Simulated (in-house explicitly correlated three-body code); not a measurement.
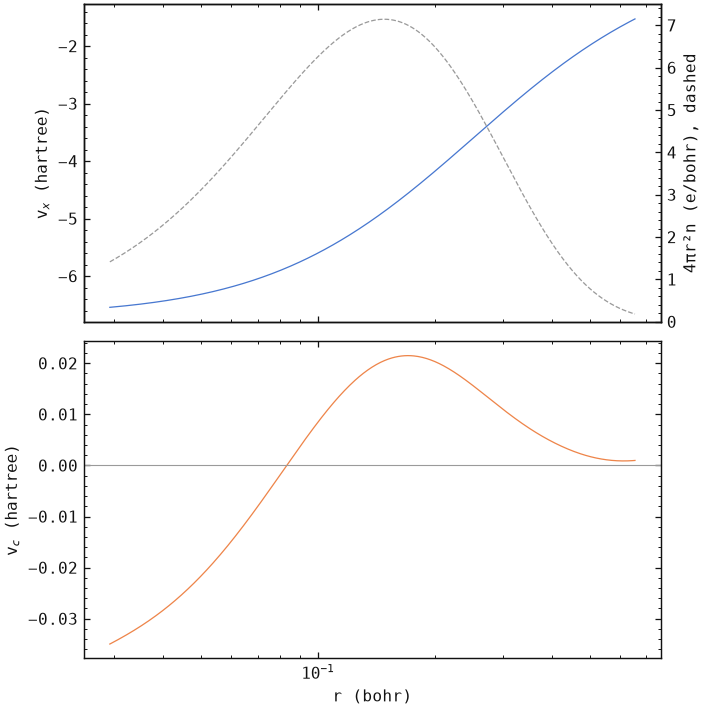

Two electrons around a point charge Z = 7 (N⁵⁺). Computed variationally in 260 exponentially correlated functions with an in-house code, non-relativistic, converged to about 10⁻⁸ of the energy. The plot shows the exact exchange and correlation potentials of the ground state, from inverting its density, with the radial density dashed.

Q: What shape do the two potentials have?

A: The exchange potential, minus half the Hartree potential for two paired electrons, rises from −6.54 hartree at 0.029 bohr to −1.53 at 0.65 bohr, tending to −1/r far out. The correlation potential is −0.035 hartree at the inner end, crosses zero near 0.083 bohr and has a positive maximum of 0.021 hartree near 0.17 bohr; the density peaks at 0.15 bohr. The LDA correlation potential, by contrast, is negative everywhere. The Kohn-Sham level equals minus the binding of the second electron, −551.9 eV.
